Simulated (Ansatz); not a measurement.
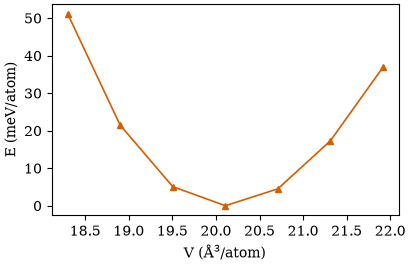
Fig. 1. GaP (zinc blende, F-43m) under volume change, DFT-PBEsol in the program Ansatz with PAW potentials, scaled uniformly.

Problem. What does a third-order Birch–Murnaghan fit give for V₀, B₀ and B′?

Solution. V₀ = 20.11 Å³/atom, B₀ = 84.8 GPa, B′ = 4.5.

The cell was relaxed with PBEsol under the symmetry of its start. Spin–orbit coupling is left out wherever it is not named.

Potentials: the later of the program's two PAW sets.
